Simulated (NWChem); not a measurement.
**Energy and gradient calculation of InH₃Cl (charge −1) (part 2 of 4)**

Continued. System: InH₃Cl, charge −1. Method: SVWN5/def2-SVP, RKS, core potentials def2-SVP (NWChem 7.3.0). The geometry comes from this level: GFN2-xTB.

Geometry of the input (Å):
```
In -0.0022  0.0006  -0.1757
Cl 0.0128  -0.0204  2.1636
H  1.6208  0.0134  -0.6709
H  -0.8181  1.4110  -0.6459
H  -0.8134  -1.4046  -0.6711
```

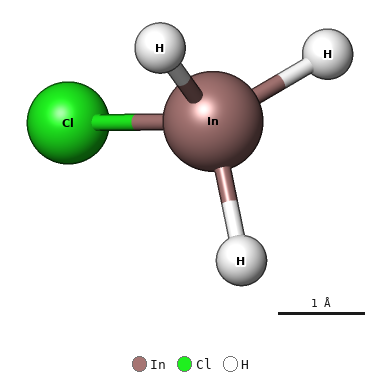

Fig. 1: The structure (ball-and-stick view, seen at a tilt). Sticks mark near contacts.

The program's output, continued
```
 Vector    9  Occ=2.000000D+00  E=-2.690417D+00
              MO Center= -2.1D-03,  5.9D-04, -1.7D-01, r^2= 2.8D-01
   Bfn.  Coefficient  Atom+Function         Bfn.  Coefficient  Atom+Function
  ----- ------------  ---------------      ----- ------------  ---------------
     8      0.563342  1 In px                 5      0.490242  1 In px
     9      0.176670  1 In py                 6      0.153745  1 In py

 Vector   10  Occ=2.000000D+00  E=-5.178998D-01
              MO Center=  7.4D-03, -1.3D-02,  1.3D+00, r^2= 1.7D+00
   Bfn.  Coefficient  Atom+Function         Bfn.  Coefficient  Atom+Function
  ----- ------------  ---------------      ----- ------------  ---------------
    29      0.580090  2 Cl s                 19      0.516779  1 In d  0
    28     -0.439580  2 Cl s                 30      0.305294  2 Cl s
    24      0.077841  1 In d  0               3      0.075320  1 In s
    27      0.071167  2 Cl s                 13      0.056202  1 In pz
     2     -0.052761  1 In s                 36     -0.047310  2 Cl pz

 Vector   11  Occ=2.000000D+00  E=-4.737771D-01
              MO Center= -7.8D-03,  2.3D-02, -1.9D-01, r^2= 5.3D-01
   Bfn.  Coefficient  Atom+Function         Bfn.  Coefficient  Atom+Function
  ----- ------------  ---------------      ----- ------------  ---------------
    17      0.569742  1 In d -2              18      0.481127  1 In d -1
    21      0.437457  1 In d  2              20      0.377894  1 In d  1
    22      0.062764  1 In d -2              50     -0.061176  4 H  s
    23      0.053439  1 In d -1              26      0.048185  1 In d  2
    25      0.041960  1 In d  1              45      0.037889  3 H  s

 Vector   12  Occ=2.000000D+00  E=-4.737270D-01
              MO Center=  3.2D-03, -2.1D-02, -1.9D-01, r^2= 5.3D-01
   Bfn.  Coefficient  Atom+Function         Bfn.  Coefficient  Atom+Function
  ----- ------------  ---------------      ----- ------------  ---------------
    21      0.557412  1 In d  2              20      0.495363  1 In d  1
    17     -0.429658  1 In d -2              18     -0.387121  1 In d -1
    26      0.061404  1 In d  2              55     -0.057131  5 H  s
    25      0.055009  1 In d  1              45      0.048412  3 H  s
    22     -0.047338  1 In d -2              23     -0.043002  1 In d -1

 Vector   13  Occ=2.000000D+00  E=-4.654476D-01
              MO Center= -9.9D-04,  2.3D-03, -1.7D-01, r^2= 4.9D-01
   Bfn.  Coefficient  Atom+Function         Bfn.  Coefficient  Atom+Function
  ----- ------------  ---------------      ----- ------------  ---------------
    20      0.638516  1 In d  1              21     -0.547541  1 In d  2
    18      0.350997  1 In d -1              17     -0.293852  1 In d -2
    25      0.070059  1 In d  1              26     -0.059901  1 In d  2
    23      0.038507  1 In d -1              22     -0.032138  1 In d -2

 Vector   14  Occ=2.000000D+00  E=-4.654335D-01
              MO Center= -3.3D-03, -1.2D-03, -1.7D-01, r^2= 4.9D-01
   Bfn.  Coefficient  Atom+Function         Bfn.  Coefficient  Atom+Function
  ----- ------------  ---------------      ----- ------------  ---------------
    18      0.636145  1 In d -1              17     -0.550143  1 In d -2
    20     -0.336530  1 In d  1              21      0.310754  1 In d  2
    23      0.069804  1 In d -1              22     -0.060173  1 In d -2
    25     -0.036932  1 In d  1              26      0.033999  1 In d  2

 Vector   15  Occ=2.000000D+00  E=-4.536584D-01
              MO Center=  2.7D-03, -6.1D-03,  5.8D-01, r^2= 1.9D+00
   Bfn.  Coefficient  Atom+Function         Bfn.  Coefficient  Atom+Function
  ----- ------------  ---------------      ----- ------------  ---------------
    19      0.792851  1 In d  0              29     -0.419449  2 Cl s
    28      0.315214  2 Cl s                 30     -0.250239  2 Cl s
    24      0.078381  1 In d  0               3     -0.061459  1 In s
    27     -0.050792  2 Cl s                  2      0.047659  1 In s
     4     -0.032231  1 In s                 45     -0.028613  3 H  s

 Vector   16  Occ=2.000000D+00  E=-2.047657D-01
              MO Center= -4.7D-04, -8.3D-04,  8.0D-02, r^2= 3.2D+00
   Bfn.  Coefficient  Atom+Function         Bfn.  Coefficient  Atom+Function
  ----- ------------  ---------------      ----- ------------  ---------------
     3      0.618364  1 In s                  2     -0.391637  1 In s
    39     -0.191671  2 Cl pz                36     -0.165860  2 Cl pz
    45      0.152562  3 H  s                 50      0.152848  4 H  s
    55      0.152737  5 H  s                  4      0.137009  1 In s
    29     -0.136201  2 Cl s                 30     -0.122772  2 Cl s

 Vector   17  Occ=2.000000D+00  E=-8.448308D-02
              MO Center=  4.5D-03, -9.6D-03,  1.2D+00, r^2= 3.5D+00
   Bfn.  Coefficient  Atom+Function         Bfn.  Coefficient  Atom+Function
  ----- ------------  ---------------      ----- ------------  ---------------
    39      0.523133  2 Cl pz                36      0.389697  2 Cl pz
    13     -0.253901  1 In pz                33      0.232149  2 Cl pz
    19      0.174319  1 In d  0              50      0.110489  4 H  s
    55      0.109037  5 H  s                 45      0.108163  3 H  s
     4      0.098991  1 In s                  7      0.090065  1 In pz

 Vector   18  Occ=2.000000D+00  E=-7.824792D-02
              MO Center= -9.0D-02, -1.6D-01,  1.1D+00, r^2= 3.6D+00
   Bfn.  Coefficient  Atom+Function         Bfn.  Coefficient  Atom+Function
  ----- ------------  ---------------      ----- ------------  ---------------
    38      0.409232  2 Cl py                35      0.300217  2 Cl py
    37      0.222869  2 Cl px                12      0.203740  1 In py
    55     -0.199959  5 H  s                 32      0.178821  2 Cl py
    34      0.163504  2 Cl px                15      0.162240  1 In py
    11      0.110973  1 In px                50      0.103592  4 H  s

 Vector   19  Occ=2.000000D+00  E=-7.809277D-02
              MO Center=  1.0D-01,  1.4D-01,  1.1D+00, r^2= 3.6D+00
   Bfn.  Coefficient  Atom+Function         Bfn.  Coefficient  Atom+Function
  ----- ------------  ---------------      ----- ------------  ---------------
    37      0.410915  2 Cl px                34      0.301351  2 Cl px
    38     -0.223815  2 Cl py                11      0.202887  1 In px
    31      0.179498  2 Cl px                45      0.174662  3 H  s
    50     -0.169191  4 H  s                 35     -0.164132  2 Cl py
    14      0.162024  1 In px                12     -0.110491  1 In py

 Vector   20  Occ=2.000000D+00  E=-3.410863D-02
              MO Center= -2.1D-01, -3.1D-01,  5.2D-01, r^2= 4.2D+00
   Bfn.  Coefficient  Atom+Function         Bfn.  Coefficient  Atom+Function
  ----- ------------  ---------------      ----- ------------  ---------------
    38      0.400924  2 Cl py                56      0.302987  5 H  s
    55      0.279743  5 H  s                 35      0.273185  2 Cl py
    37      0.203960  2 Cl px                12     -0.178335  1 In py
    51     -0.164793  4 H  s                 32      0.162485  2 Cl py
    50     -0.152232  4 H  s                 34      0.138979  2 Cl px

 Vector   21  Occ=2.000000D+00  E=-3.386666D-02
              MO Center=  2.2D-01,  3.0D-01,  5.2D-01, r^2= 4.2D+00
   Bfn.  Coefficient  Atom+Function         Bfn.  Coefficient  Atom+Function
  ----- ------------  ---------------      ----- ------------  ---------------
    37      0.399269  2 Cl px                34      0.271939  2 Cl px
    46     -0.270585  3 H  s                 51      0.255176  4 H  s
    45     -0.250327  3 H  s                 50      0.235845  4 H  s
    38     -0.202915  2 Cl py                11     -0.179252  1 In px
    31      0.161743  2 Cl px                35     -0.138200  2 Cl py

 Vector   22  Occ=0.000000D+00  E= 1.592925D-01
              MO Center= -4.1D-03,  2.2D-03, -3.7D-01, r^2= 6.8D+00
   Bfn.  Coefficient  Atom+Function         Bfn.  Coefficient  Atom+Function
  ----- ------------  ---------------      ----- ------------  ---------------
    16      1.094394  1 In pz                30     -0.527702  2 Cl s
    39      0.354253  2 Cl pz                 3      0.309048  1 In s
    13      0.217850  1 In pz                29     -0.164167  2 Cl s
    36      0.151883  2 Cl pz                 2     -0.141340  1 In s
    28      0.136546  2 Cl s                 46      0.128904  3 H  s

 Vector   23  Occ=0.000000D+00  E= 2.164619D-01
              MO Center= -2.9D-01, -4.4D-01, -7.0D-03, r^2= 7.9D+00
   Bfn.  Coefficient  Atom+Function         Bfn.  Coefficient  Atom+Function
  ----- ------------  ---------------      ----- ------------  ---------------
    14      1.389057  1 In px                46     -0.920498  3 H  s
    51      0.888126  4 H  s                 15     -0.743642  1 In py
    37     -0.229353  2 Cl px                45     -0.145894  3 H  s
    50      0.140671  4 H  s                 21      0.134944  1 In d  2
    38      0.122853  2 Cl py                34     -0.098666  2 Cl px

 Vector   24  Occ=0.000000D+00  E= 2.168387D-01
              MO Center=  2.8D-01,  4.3D-01,  6.2D-04, r^2= 7.9D+00
   Bfn.  Coefficient  Atom+Function         Bfn.  Coefficient  Atom+Function
  ----- ------------  ---------------      ----- ------------  ---------------
    15      1.393567  1 In py                56      1.060499  5 H  s
    14      0.746702  1 In px                51     -0.534163  4 H  s
    46     -0.481890  3 H  s                 38     -0.229676  2 Cl py
    55      0.168487  5 H  s                 17     -0.134472  1 In d -2
    37     -0.123022  2 Cl px                35     -0.098798  2 Cl py

 Vector   25  Occ=0.000000D+00  E= 2.317111D-01
              MO Center= -3.1D-03,  4.7D-03, -5.0D-01, r^2= 4.5D+00
   Bfn.  Coefficient  Atom+Function         Bfn.  Coefficient  Atom+Function
  ----- ------------  ---------------      ----- ------------  ---------------
     3      1.190947  1 In s                  4      1.066981  1 In s
    51     -0.893211  4 H  s                 46     -0.888150  3 H  s
    56     -0.864334  5 H  s                  2     -0.439019  1 In s
    16     -0.413593  1 In pz                39      0.227159  2 Cl pz
    45     -0.178383  3 H  s                 50     -0.179152  4 H  s

 Vector   26  Occ=0.000000D+00  E= 2.888517D-01
              MO Center=  3.8D-03,  9.7D-03, -3.2D-01, r^2= 6.4D+00
   Bfn.  Coefficient  Atom+Function         Bfn.  Coefficient  Atom+Function
  ----- ------------  ---------------      ----- ------------  ---------------
     4      3.210893  1 In s                  3     -1.802565  1 In s
    46     -0.623543  3 H  s                 51     -0.622135  4 H  s
    56     -0.621972  5 H  s                 30     -0.384011  2 Cl s
     2      0.270825  1 In s                 39      0.203533  2 Cl pz
    16     -0.162749  1 In pz                29     -0.162774  2 Cl s

 Vector   27  Occ=0.000000D+00  E= 3.220475D-01
              MO Center=  2.1D-01,  2.0D-01, -3.1D-01, r^2= 5.0D+00
   Bfn.  Coefficient  Atom+Function         Bfn.  Coefficient  Atom+Function
  ----- ------------  ---------------      ----- ------------  ---------------
    11      1.299547  1 In px                46     -0.567172  3 H  s
    12     -0.513010  1 In py                14     -0.513100  1 In px
    51      0.478098  4 H  s                 15      0.203233  1 In py
     5     -0.196108  1 In px                 8     -0.183033  1 In px
    21      0.088314  1 In d  2              56      0.087679  5 H  s

 Vector   28  Occ=0.000000D+00  E= 3.221439D-01
              MO Center= -2.1D-01, -2.0D-01, -3.1D-01, r^2= 5.0D+00
   Bfn.  Coefficient  Atom+Function         Bfn.  Coefficient  Atom+Function
  ----- ------------  ---------------      ----- ------------  ---------------
    12      1.299981  1 In py                56      0.602017  5 H  s
    11      0.513295  1 In px                15     -0.507245  1 In py
    51     -0.386928  4 H  s                 46     -0.233877  3 H  s
    14     -0.199610  1 In px                 6     -0.196086  1 In py
     9     -0.183013  1 In py                17     -0.088986  1 In d -2

 Vector   29  Occ=0.000000D+00  E= 3.458188D-01
              MO Center= -1.4D-03, -6.9D-04,  2.7D-02, r^2= 5.6D+00
   Bfn.  Coefficient  Atom+Function         Bfn.  Coefficient  Atom+Function
  ----- ------------  ---------------      ----- ------------  ---------------
    13      1.418219  1 In pz                16     -1.015034  1 In pz
     4     -0.626580  1 In s                  3      0.344488  1 In s
    39      0.318669  2 Cl pz                30      0.250163  2 Cl s
    51      0.219242  4 H  s                  7     -0.217310  1 In pz
    46      0.216410  3 H  s                 56      0.216625  5 H  s

 Vector   30  Occ=0.000000D+00  E= 4.817303D-01
              MO Center= -2.4D-02, -3.6D-02,  5.5D-04, r^2= 3.1D+00
   Bfn.  Coefficient  Atom+Function         Bfn.  Coefficient  Atom+Function
  ----- ------------  ---------------      ----- ------------  ---------------
    23      0.814244  1 In d -1              25     -0.431356  1 In d  1
    22     -0.390925  1 In d -2              18     -0.350931  1 In d -1
    26      0.223594  1 In d  2              20      0.185861  1 In d  1
    17      0.172336  1 In d -2              38     -0.159498  2 Cl py
    41     -0.136376  2 Cl d -1              35     -0.108127  2 Cl py

 Vector   31  Occ=0.000000D+00  E= 4.818617D-01
              MO Center=  2.2D-02,  3.4D-02,  1.6D-03, r^2= 3.1D+00
   Bfn.  Coefficient  Atom+Function         Bfn.  Coefficient  Atom+Function
  ----- ------------  ---------------      ----- ------------  ---------------
    25      0.815149  1 In d  1              23      0.441131  1 In d -1
    26     -0.389210  1 In d  2              20     -0.351275  1 In d  1
    22     -0.203039  1 In d -2              18     -0.190145  1 In d -1
    21      0.171567  1 In d  2              37      0.159877  2 Cl px
    43     -0.136851  2 Cl d  1              34      0.108449  2 Cl px

 Vector   32  Occ=0.000000D+00  E= 5.815401D-01
              MO Center=  2.1D-02,  2.1D-01, -2.7D-01, r^2= 5.8D+00
   Bfn.  Coefficient  Atom+Function         Bfn.  Coefficient  Atom+Function
  ----- ------------  ---------------      ----- ------------  ---------------
    51      1.958368  4 H  s                 46     -1.531745  3 H  s
    14      0.920572  1 In px                26      0.836042  1 In d  2
    15     -0.823302  1 In py                22      0.764363  1 In d -2
    56     -0.427140  5 H  s                 25      0.400534  1 In d  1
    50     -0.369886  4 H  s                 23      0.349638  1 In d -1

 Vector   33  Occ=0.000000D+00  E= 5.817690D-01
              MO Center= -2.8D-02, -2.1D-01, -2.7D-01, r^2= 5.8D+00
   Bfn.  Coefficient  Atom+Function         Bfn.  Coefficient  Atom+Function
  ----- ------------  ---------------      ----- ------------  ---------------
    56      2.024145  5 H  s                 46     -1.369730  3 H  s
    15      0.924148  1 In py                22     -0.832366  1 In d -2
    14      0.824934  1 In px                26      0.752868  1 In d  2
    51     -0.631665  4 H  s                 23     -0.409041  1 In d -1
    55     -0.381836  5 H  s                 25      0.373534  1 In d  1

 Vector   34  Occ=0.000000D+00  E= 6.102285D-01
              MO Center=  1.6D-03,  2.0D-03, -2.1D-02, r^2= 5.4D+00
   Bfn.  Coefficient  Atom+Function         Bfn.  Coefficient  Atom+Function
  ----- ------------  ---------------      ----- ------------  ---------------
     4      1.667489  1 In s                 24     -1.316336  1 In d  0
    46     -1.161211  3 H  s                 51     -1.159506  4 H  s
    56     -1.143062  5 H  s                 39     -0.671936  2 Cl pz
    16     -0.646524  1 In pz                13     -0.451335  1 In pz
    19      0.404151  1 In d  0              30      0.384742  2 Cl s

 Vector   35  Occ=0.000000D+00  E= 7.310304D-01
              MO Center=  7.9D-03, -1.1D-02,  1.3D+00, r^2= 5.4D+00
   Bfn.  Coefficient  Atom+Function         Bfn.  Coefficient  Atom+Function
  ----- ------------  ---------------      ----- ------------  ---------------
    30     -1.910555  2 Cl s                 29      1.821224  2 Cl s
    46      0.642867  3 H  s                 51      0.644544  4 H  s
    56      0.640186  5 H  s                 16      0.581545  1 In pz
    50     -0.473534  4 H  s                 28     -0.471016  2 Cl s
    45     -0.473290  3 H  s                 55     -0.472997  5 H  s

 Vector   36  Occ=0.000000D+00  E= 8.576358D-01
              MO Center=  5.3D-03, -7.5D-03,  6.7D-01, r^2= 5.6D+00
   Bfn.  Coefficient  Atom+Function         Bfn.  Coefficient  Atom+Function
  ----- ------------  ---------------      ----- ------------  ---------------
     4      2.731794  1 In s                 30     -2.156755  2 Cl s
    29      1.318859  2 Cl s                 46     -1.133290  3 H  s
    51     -1.130608  4 H  s                 56     -1.128282  5 H  s
     3     -0.847704  1 In s                 45      0.620716  3 H  s
    55      0.620914  5 H  s                 50      0.617611  4 H  s
```
